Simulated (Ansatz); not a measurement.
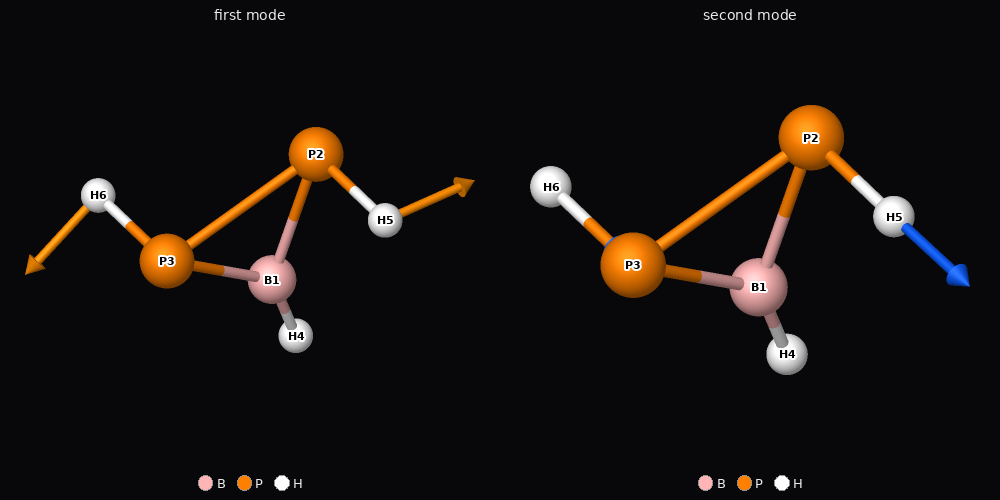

The system is BH₃P₂, SMILES B1PP1; the picture shows the reference structure; its two panels give the patterns of the first and the second mode as arrows. First axis: normal mode 9 (877 cm⁻¹). Second axis: normal mode 11 (2378 cm⁻¹). Nothing is relaxed (straight displacements along the two mass-weighted modes). The grid has 13 × 13 points. Energies: eV, counted from the lowest grid point. These are results of RKS PBE0-D4/def2-TZVP in Ansatz 0.2.0, not measurements.

Its coordinates:

```json
{"atom": "B", "x (Å)": "-0.6439", "y (Å)": "-0.3512", "z (Å)": "-0.3520"}
{"atom": "P", "x (Å)": "0.6942", "y (Å)": "0.9546", "z (Å)": "-0.6031"}
{"atom": "P", "x (Å)": "0.4491", "y (Å)": "-0.3851", "z (Å)": "1.1850"}
{"atom": "H", "x (Å)": "-1.5939", "y (Å)": "-0.8482", "z (Å)": "-0.8546"}
{"atom": "H", "x (Å)": "1.5340", "y (Å)": "0.0188", "z (Å)": "-1.2740"}
{"atom": "H", "x (Å)": "-0.3974", "y (Å)": "0.5471", "z (Å)": "1.8526"}
```

Range: normal mode 9 (877 cm⁻¹) from −0.461 to 0.461 amu½·Å; normal mode 11 (2378 cm⁻¹) from −0.170 to 0.170 amu½·Å.

What will the energy surface look like?

Answer. The lowest grid point is at normal mode 9 (877 cm⁻¹) = 0.000 amu½·Å, normal mode 11 (2378 cm⁻¹) = 0.000 amu½·Å. No other kind of well shows on this grid. The highest grid point, normal mode 9 (877 cm⁻¹) = −0.461 amu½·Å, normal mode 11 (2378 cm⁻¹) = −0.170 amu½·Å, lies 0.577 eV above the lowest.

```tsv
second ↓, first →	−0.461	−0.384	−0.307	−0.230	−0.154	−0.077	0.000	0.077	0.154	0.230	0.307	0.384	0.461
0.170	0.576	0.487	0.418	0.367	0.333	0.313	0.306	0.313	0.333	0.365	0.411	0.470	0.545
0.142	0.500	0.406	0.333	0.278	0.240	0.218	0.211	0.219	0.240	0.275	0.324	0.388	0.468
0.113	0.438	0.340	0.263	0.205	0.165	0.142	0.135	0.142	0.165	0.202	0.254	0.322	0.406
0.085	0.390	0.289	0.209	0.149	0.107	0.083	0.075	0.083	0.107	0.145	0.200	0.270	0.358
0.057	0.357	0.253	0.172	0.110	0.067	0.042	0.033	0.041	0.066	0.105	0.162	0.234	0.324
0.028	0.337	0.232	0.149	0.086	0.042	0.017	0.008	0.017	0.041	0.082	0.139	0.212	0.303
0.000	0.330	0.225	0.141	0.078	0.034	0.008	0.000	0.008	0.033	0.074	0.131	0.205	0.296
−0.028	0.336	0.232	0.149	0.086	0.042	0.017	0.008	0.017	0.041	0.082	0.139	0.212	0.303
−0.057	0.356	0.253	0.171	0.110	0.067	0.042	0.033	0.042	0.066	0.105	0.161	0.234	0.323
−0.085	0.390	0.289	0.209	0.149	0.108	0.083	0.076	0.083	0.107	0.145	0.200	0.270	0.357
−0.113	0.438	0.340	0.263	0.206	0.166	0.143	0.135	0.143	0.165	0.202	0.254	0.322	0.405
−0.142	0.500	0.406	0.333	0.279	0.241	0.220	0.213	0.220	0.241	0.276	0.325	0.388	0.468
−0.170	0.577	0.489	0.420	0.369	0.335	0.315	0.309	0.316	0.335	0.367	0.412	0.471	0.545
```

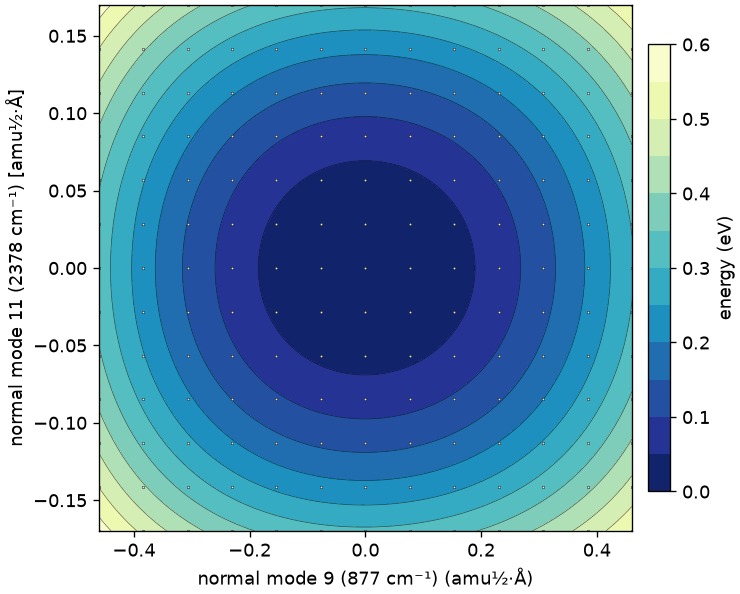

Drawn: filled contours, dots at the grid points. Between grid points the surface is interpolated.

Each point was launched as `ansatz run input.yaml --threads 1 --pin off --max-ram 2560MiB --backend cpu --events-out ev --progress --plain --runs-dir out`. Time for the 169 points that were run: 11 min on 1 thread of Arm Neoverse V2 (shared host).
